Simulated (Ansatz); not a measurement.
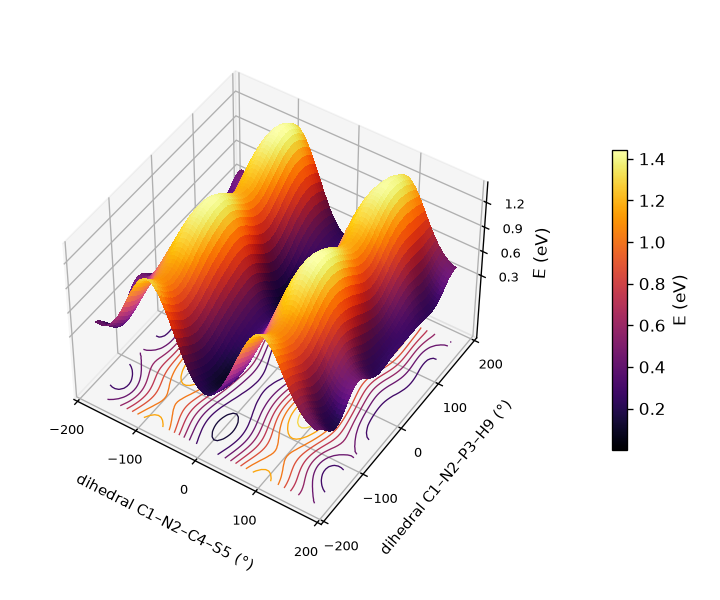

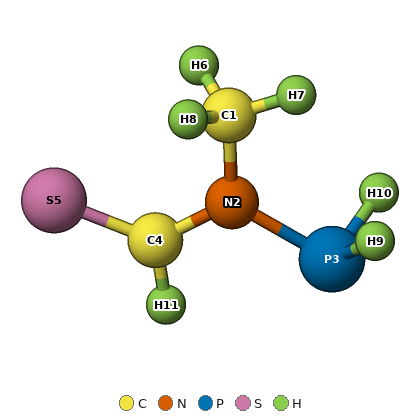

Energy landscape of C2H6NPS, SMILES CN(P)C=S. Coordinates scanned: (1) dihedral C1–N2–C4–S5; (2) dihedral C1–N2–P3–H9. Nothing is relaxed (all other coordinates rigid). The grid has 18 × 18 points. Energies: eV, counted from the relaxed molecule at the same level. Computed with RHF/def2-SVP (Ansatz 0.2.0).

In the figure: a relief with its contours projected below. Between grid points the surface is interpolated. The second picture is the structure at the lowest point.

Where are the wells?

The lowest grid point is at dihedral C1–N2–C4–S5 = 0°, dihedral C1–N2–P3–H9 = 40°, 0.008 eV from the relaxed molecule at the same level. Higher local minima lie near dihedral C1–N2–C4–S5 = 0°, dihedral C1–N2–P3–H9 = −140° (0.09 eV above the lowest at that grid point); dihedral C1–N2–C4–S5 = −180°, dihedral C1–N2–P3–H9 = −140° (0.20 eV above the lowest at that grid point); dihedral C1–N2–C4–S5 = −180°, dihedral C1–N2–P3–H9 = −20° (0.23 eV above the lowest at that grid point). The highest grid point, dihedral C1–N2–C4–S5 = −80°, dihedral C1–N2–P3–H9 = 140°, lies 1.41 eV above the lowest. On the interpolated surface the easiest way out of the lowest well to the well at about dihedral C1–N2–C4–S5 = 0°, dihedral C1–N2–P3–H9 = −130° passes a barrier of about 0.27 eV. Round the minimum the valley is somewhat tilted: raising dihedral C1–N2–C4–S5 shifts the best value of dihedral C1–N2–P3–H9 downwards (coupling k₁₂/√(k₁₁k₂₂) about 0.2).

Grid values (eV):

```csv
"dihedral C1–N2–P3–H9 ↓, dihedral C1–N2–C4–S5 →",−160,−120,−80,−40,0,40,80,120,160
160,0.52,1.07,1.38,0.73,0.25,0.64,1.31,1.09,0.48
120,0.36,1.08,1.38,0.70,0.26,0.72,1.39,1.12,0.40
80,0.30,0.92,1.21,0.52,0.10,0.61,1.26,0.97,0.41
40,0.35,0.87,1.15,0.49,0.01,0.46,1.13,0.86,0.32
0,0.42,1.05,1.34,0.69,0.18,0.60,1.29,1.00,0.31
−40,0.40,1.12,1.37,0.70,0.27,0.74,1.41,1.11,0.43
−80,0.53,1.05,1.24,0.60,0.22,0.67,1.30,1.00,0.50
−120,0.36,0.90,1.05,0.48,0.11,0.50,1.06,0.86,0.29
−160,0.35,0.89,1.13,0.56,0.15,0.52,1.12,0.96,0.47
```

The table holds every second grid line.

The input of one point:

```yaml
crystal:
  periodic: [false, false, false]
  atoms:
    - { symbol: C, position_ang: [-0.340796, 0.907739, 0.667258] }
    - { symbol: "N", position_ang: [0.010319, -0.199842, -0.215867] }
    - { symbol: P, position_ang: [1.387022, -1.223932, 0.08038] }
    - { symbol: C, position_ang: [-0.751234, -0.447115, -1.296114] }
    - { symbol: S, position_ang: [-2.082697, 0.363154, -1.779846] }
    - { symbol: H, position_ang: [-0.339033, 1.847278, 0.116652] }
    - { symbol: H, position_ang: [0.381278, 0.96224, 1.476714] }
    - { symbol: H, position_ang: [-1.337831, 0.762458, 1.080693] }
    - { symbol: H, position_ang: [1.281369, -1.345498, 1.482824] }
    - { symbol: H, position_ang: [2.396508, -0.238355, 0.128076] }
    - { symbol: H, position_ang: [-0.393341, -1.294237, -1.877564] }
basis:
  gaussian: { orbitals: def2-SVP }
hamiltonian:
  xc: hf
output:
  forces: true
```

The whole map (324 points run) took 12 min on 1 thread of Arm Neoverse V2 (shared host).
